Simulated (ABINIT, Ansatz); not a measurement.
# Quasiparticle gap of MgB2C2 (Pnnm) in ABINIT, part 3 of 3

How does a plane-wave GW calculation on MgB2C2 (Pnnm) run from the first input to the gap?

ABINIT 10.8.3; PBEsol and many-body steps on it, plane waves. Known limits of the many-body steps: not at the basis limit; coarse k mesh.

So far. Step 3 (Bands along the symmetry lines): The gap is 1.234 eV, as in the run before at this level. Step 4 (Empty states on the mesh, 4×2×4 mesh, 254 bands): On this mesh the gap is 1.234 eV.

## Step 5: Screening, 4×2×4 mesh, 232 bands, screening to 217.7 eV

The RPA dielectric matrix is built and inverted for each q.

This step: RPA screening on PBEsol, plane waves, norm-conserving pseudopotentials.

The input, run.abi:

```
acell 3*1.0 Angstrom
rprim 
  4.614773700000 0.000000000000 0.000000000000
  0.000000000000 7.178871410000 0.000000000000
  0.000000000000 0.000000000000 2.765296290000
ntypat 3
znucl 12 5 6
natom 10
typat 1 1 2 2 2 2 3 3 3 3
xred 
  0.500000000000 0.500000000000 0.500000000000
  0.000000000000 0.000000000000 0.000000000000
  0.883450940000 0.729625690000 0.500000000000
  0.116549060000 0.270374310000 0.500000000000
  0.616549060000 0.229625690000 0.000000000000
  0.383450940000 0.770374310000 0.000000000000
  0.785476000000 0.220340420000 0.500000000000
  0.214524000000 0.779659580000 0.500000000000
  0.714524000000 0.720340420000 0.000000000000
  0.285476000000 0.279659580000 0.000000000000
pp_dirpath "pseudos"
pseudos "Mg.upf, B.upf, C.upf"
ecut 38
ngkpt 4 2 4
nshiftk 1
shiftk 0 0 0
kptopt 1
chksymbreak 0
istwfk *1
occopt 1
irdwfk 1
optdriver 3
nband 232
ecuteps 8
inclvkb 2
awtr 1
symchi 1
indata_prefix "in"
outdata_prefix "out"
tmpdata_prefix "tmp"
```

The run is started by

```bash
> OMP_NUM_THREADS=1 mpirun -n 8 abinit run.abi > log
```

Numbers of over 12 decimals in the logs are rounded to 6 here.

Log:

```text
.Version 10.8.3 of ABINIT. v10.8.2 released Aug 2026.

 Symmetries : space group Pn n m (# 58); Bravais oP (primitive ortho.)
[... echo of the input left out ...]
== DATASET  1 ==================================================================
-   mpi_nproc: 8, omp_nthreads: 1 (-1 if OMP is not activated)

--- !DatasetInfo
iteration_state: {dtset: 1, }
dimensions: {natom: 10, nkpt: 18, mband: 232, nsppol: 1, nspinor: 1, nspden: 1, mpw: 6956, }
cutoff_energies: {ecut:  38.0, pawecutdg:  -1.0, }
electrons: {nelect:   4.80000000E+01, charge:   0.00000000E+00, occopt:   1.00000000E+00, tsmear:   1.00000000E-02, }

 SCREENING: Calculation of the susceptibility and dielectric matrices

 Based on a program developped by R.W. Godby, V. Olevano, G. Onida, and L. Reining.
 Incorporated in ABINIT by V. Olevano, G.-M. Rignanese, and M. Torrent.
.Using double precision arithmetic ; gwpc =  8

[... cell and pseudopotentials left out ...]
--------------------------------------------------------------------------------

 ==== K-mesh for the wavefunctions ====
 Number of points in the irreducible wedge :    18
[... list of points left out ...]
 Together with  8 symmetry operations and time-reversal symmetry
 yields    32 points in the full Brillouin Zone.

 ==== Q-mesh for the screening function ====
 Number of points in the irreducible wedge :    18
[... list of points left out ...]
 Together with  8 symmetry operations and time-reversal symmetry
 yields    32 points in the full Brillouin Zone.

 setmesh: FFT mesh size selected  =    36x   60x   24
          total number of points  =        51840

 vcoul_init : cutoff-mode = AUXILIARY_FUNCTION
 q-points for optical limit:   1
     1)      0.000010    0.000020    0.000030

- screening: taking advantage of time-reversal symmetry
- Maximum band index for partially occupied states nbvw = 24
- Remaining bands to be divided among processors   nbcw = 208
- Number of bands treated by each node ~26

 Number of electrons calculated from density =   48.0000; Expected =   48.0000
 average of density, n =  0.077642
 r_s =    1.4541
 omega_plasma =   26.8784 [eV]

 calculating chi0 at frequencies [eV] :
  1    0.000000E+00    0.000000E+00
  2    0.000000E+00    2.687842E+01

--------------------------------------------------------------------------------
  q-point number  1        q = ( 0.000000, 0.000000, 0.000000) [r.l.u.]
--------------------------------------------------------------------------------
[... chi0 elements left out ...]
 For q-point:  0.000010 0.000020 0.000030
  dielectric constant =   8.4194
  dielectric constant without local fields =   8.9769

  Average fulfillment of the sum rule on Im[epsilon] for q-point    1 :     73.44  [%]
[... wings left out ...]
  q-point number  2        q = ( 0.250000, 0.000000, 0.000000) [r.l.u.]
--------------------------------------------------------------------------------
[... chi0 elements left out ...]
  Average fulfillment of the sum rule on Im[epsilon] for q-point    2 :     78.87  [%]

 [... 16 further q-points ...]
```

The job ended after 7.6 min (8 MPI ranks of Arm Neoverse V2, shared host; peak memory 7.4 GiB).

Numbers from this step:

```yaml
eps_infinity_with_local_fields_on_this_mesh_along_the_program_s_q_direction: 8.419
the_same_without_local_fields: 8.977
plasma_frequency: 26.88 eV
plane_waves_in_the_screening_matrix: 685
```

Local fields lower ε∞ by 6 %. On a Γ-centred mesh this coarse the value itself is usually too large, while a short band sum pulls it down.

## Step 6: Self-energy, 4×2×4 mesh, 232 bands, screening to 217.7 eV

The self-energy is evaluated for the states that the input lists, and the levels follow from it, in one-shot runs by the linearised quasiparticle equation.

This step: G0W0 on PBEsol, plane waves, norm-conserving pseudopotentials.

Edit run.abi of step 5 so:

```diff
@@ -31,8 +31,17 @@
 irdwfk 1
-optdriver 3
+optdriver 4
 nband 232
+gwcalctyp 0
+ecutsigx 38
+symsigma 1
+nkptgw 2
+kptgw 
+  0.0000000000 0.0000000000 0.0000000000
+  0.0000000000 0.0000000000 0.2500000000
+bdgw 
+  23 26
+  23 26
 ecuteps 8
-inclvkb 2
-awtr 1
-symchi 1
+irdscr 1
+ppmodel 1
 indata_prefix "in"
```

Log:

```text
.Version 10.8.3 of ABINIT. v10.8.2 released Aug 2026.

 Symmetries : space group Pn n m (# 58); Bravais oP (primitive ortho.)
[... echo of the input left out ...]
== DATASET  1 ==================================================================
-   mpi_nproc: 8, omp_nthreads: 1 (-1 if OMP is not activated)

--- !DatasetInfo
iteration_state: {dtset: 1, }
dimensions: {natom: 10, nkpt: 18, mband: 232, nsppol: 1, nspinor: 1, nspden: 1, mpw: 6956, }
cutoff_energies: {ecut:  38.0, pawecutdg:  -1.0, }
electrons: {nelect:   4.80000000E+01, charge:   0.00000000E+00, occopt:   1.00000000E+00, tsmear:   1.00000000E-02, }

 SIGMA: Calculation of the GW corrections

 Based on a program developped by R.W. Godby, V. Olevano, G. Onida, and L. Reining.
 Incorporated in ABINIT by V. Olevano, G.-M. Rignanese, and M. Torrent.
.Using double precision arithmetic ; gwpc =  8

[... cell and pseudopotentials left out ...]
--------------------------------------------------------------------------------

 ==== K-mesh for the wavefunctions ====
 Number of points in the irreducible wedge :    18
[... list of points left out ...]
 Together with  8 symmetry operations and time-reversal symmetry
 yields    32 points in the full Brillouin Zone.

 ==== Q-mesh for screening function ====
 Number of points in the irreducible wedge :    18
[... list of points left out ...]
 Together with  8 symmetry operations and time-reversal symmetry
 yields    32 points in the full Brillouin Zone.

 vcoul_init : cutoff-mode = AUXILIARY_FUNCTION
 q-points for optical limit:   1
     1)      0.000010    0.000020    0.000030
 setmesh: FFT mesh size selected  =    54x   80x   30
          total number of points  =       129600

 Number of electrons calculated from density =   48.0000; Expected =   48.0000
 average of density, n =  0.077642
 r_s =    1.4541
 omega_plasma =   26.8784 [eV]

 === KS Band Gaps ===
  >>>> For spin  1
   Minimum direct gap =   1.7446 [eV], located at k-point      :   0.0000  0.0000  0.0000
   Fundamental gap    =   1.2341 [eV], Top of valence bands at :   0.0000  0.0000  0.0000
                                       Bottom of conduction at :   0.0000  0.0000  0.2500
 SIGMA fundamental parameters:
 PLASMON POLE MODEL  1
 number of plane-waves for SigmaX                 6911
 number of plane-waves for SigmaC and W            685
 number of plane-waves for wavefunctions          6911
 number of bands                                   232
 number of independent spin polarizations            1
 number of spinorial components                      1
 number of k-points in IBZ                          18
 number of q-points in IBZ                          18
 number of symmetry operations                       8
 number of k-points in BZ                           32
 number of q-points in BZ                           32
 number of frequencies for dSigma/dE                 9
 frequency step for dSigma/dE [eV]                0.25
 number of omega for Sigma on real axis              0
 max omega for Sigma on real axis  [eV]           0.00
 zcut for avoiding poles [eV]                     0.10

 EPSILON^-1 parameters (SCR file):
 dimension of the eps^-1 matrix on file            685
 dimension of the eps^-1 matrix used               685
 number of plane-waves for wavefunctions          6911
 number of bands                                   232
 number of q-points in IBZ                          18
 number of frequencies                               2
 number of real frequencies                          1
 number of imag frequencies                          1

 matrix elements of self-energy operator (all in [eV])

 Perturbative Calculation

--- !SelfEnergy_ee
iteration_state: {dtset: 1, }
kpoint     : [   0.000,    0.000,    0.000, ]
spin       : 1
KS_gap     :    1.745
QP_gap     :    2.396
Delta_QP_KS:    0.651
data: !SigmaeeData |
     Band     E0 <VxcDFT>   SigX SigC(E0)      Z dSigC/dE  Sig(E)    E-E0       E
       23   5.751 -15.502 -18.586   2.576   0.790  -0.266 -15.903  -0.401   5.350
       24   5.991 -15.191 -17.607   2.046   0.792  -0.263 -15.484  -0.293   5.698
       25   7.736 -12.767  -9.394  -2.925   0.799  -0.251 -12.409   0.358   8.094
       26   8.420 -10.419  -6.064  -3.988   0.815  -0.226 -10.120   0.300   8.719

--- !SelfEnergy_ee
iteration_state: {dtset: 1, }
kpoint     : [   0.000,    0.000,    0.250, ]
spin       : 1
KS_gap     :    2.156
QP_gap     :    2.785
Delta_QP_KS:    0.629
data: !SigmaeeData |
     Band     E0 <VxcDFT>   SigX SigC(E0)      Z dSigC/dE  Sig(E)    E-E0       E
       23   4.624 -13.522 -15.506   1.632   0.790  -0.265 -13.800  -0.278   4.346
       24   5.070 -13.314 -14.947   1.312   0.791  -0.264 -13.567  -0.254   4.816
       25   7.225 -11.062  -6.982  -3.612   0.805  -0.243 -10.686   0.376   7.601
       26   9.075 -12.182  -7.240  -4.307   0.793  -0.261 -11.678   0.504   9.579

== END DATASET(S) ==============================================================
================================================================================

 -outvars: echo values of variables after computation  --------
           etotal      0.0000000000E+00
            nband         232
             nkpt          18
          spgroup          58
 [... the other variables as echoed above ...]

 Calculation completed.
```

Elapsed: 95 s, on 8 MPI ranks; peak memory 8.6 GiB; 13 min of CPU time.

This step gave:

```
G0W0 gap on the points computed              : 1.903 eV
starting gap on the mesh                     : 1.234 eV
k of the valence top                         : 0, 0, 0
k of the conduction bottom                   : 0, 0, 0.25
Z at the valence top                         : 0.792
Z at the conduction bottom                   : 0.805
least direct G0W0 gap on the computed points : 2.396 eV
```

The gap on the mesh goes from 1.23 eV to 1.90 eV, a correction of +0.67 eV.

Limits: finite bands, cutoff and mesh; coarse k mesh. v1 is the top filled band, c1 the lowest empty one. The levels before and after the correction (eV, zero at the valence-band top of each column):

|  | conduction bottom | valence top |
| --- | --- | --- |
| Kohn-Sham | 1.23 | 0.00 |
| G0W0 | 1.90 | 0.00 |

|  | level | energy (eV) |
| --- | --- | --- |
| Kohn-Sham | Γ v2 | -0.240 |
| Kohn-Sham | Γ v1 | 0.000 |
| Kohn-Sham | Γ c1 | 1.745 |
| Kohn-Sham | Γ c2 | 2.429 |
| Kohn-Sham | (0 0 0.25) v2 | -1.367 |
| Kohn-Sham | (0 0 0.25) v1 | -0.921 |
| Kohn-Sham | (0 0 0.25) c1 | 1.234 |
| Kohn-Sham | (0 0 0.25) c2 | 3.084 |
| G0W0 | Γ v2 | -0.348 |
| G0W0 | Γ v1 | 0.000 |
| G0W0 | Γ c1 | 2.396 |
| G0W0 | Γ c2 | 3.021 |
| G0W0 | (0 0 0.25) v2 | -1.352 |
| G0W0 | (0 0 0.25) v1 | -0.882 |
| G0W0 | (0 0 0.25) c1 | 1.903 |
| G0W0 | (0 0 0.25) c2 | 3.881 |

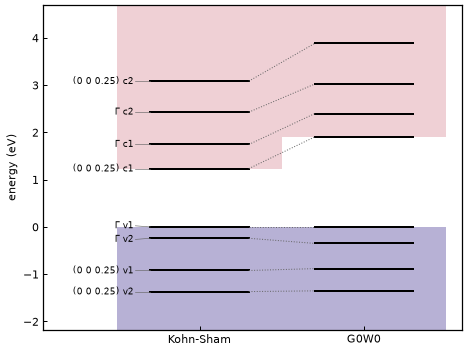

Levels before and after the correction. Shaded: valence and conduction bands.

## Step 7: Where the time went

Times are wall times on 8 MPI ranks of Arm Neoverse V2, shared host, good to a factor of about two.

| step | time | share | memory (GiB) |
| --- | --- | --- | --- |
| ground state | 53 s | 6 % | 0.82 |
| bands along the symmetry lines | 30 s | 3 % | 0.72 |
| empty states on the mesh | 4.2 min | 28 % | 1.2 |
| screening | 7.6 min | 52 % | 7.4 |
| self-energy | 95 s | 11 % | 8.6 |

## Step 8: Outcome

```
PBEsol gap           : 1.23 eV, indirect
G0W0 gap on the mesh : 1.90 eV
GW settings          : 4×2×4 mesh, 232 bands, screening to 217.7 eV, Godby-Needs plasmon pole
known limits         : not at the basis limit; coarse k mesh
```

**Reading.** G0W0 moves the gap on the mesh from 1.23 eV to 1.90 eV (+0.67 eV), with Z of 0.79 and 0.81 at the edges. Local fields lower the RPA ε∞ on this mesh from 8.98 to 8.42; a Γ-centred mesh this coarse tends to raise both, most where the direct gap is narrow, while a short band sum lowers them. Only 2 of the mesh's irreducible points were corrected, so a valley elsewhere could overtake. The dearest step here is «screening». Bands and cutoff are finite, so the gap is not at the basis limit. The miss can reach some tenths of an eV and take either sign; the mesh is an error of its own. In the G0W0 run levels were corrected at 2 k points alone, so a gap called «on the mesh» is the least over those, and an edge elsewhere would be missed. The 4×2×4 mesh is coarse for this cell, which bears on the long-range parts of exchange and screening.

[Paths, hosts, dates, memory and timing lines, banners, echoed tables and standing remarks are left out of the program output.]

[Logs are printed without paths, hosts, clocks, repeated set-up lines and the standing remarks that a program may print on its own settings, such as how far it seeks lower states.]

[Runs of the session that timed out or met a known fault of the program may be left out.]

[Hosts, paths, dates, database ids (printed as entryN), source tags and the programs' standing remarks are cut or masked in the printed files.]

[G0W0 gaps are taken among the corrected bands and points alone; a level outside them can change the order at an edge.]

[Where Ansatz stands beside ABINIT at settings called matched, ABINIT's density can come from a denser mesh and the files from another edition; pairs whose starting gaps differed by over 0.03 eV were left out, so agreement reads better than it is.]
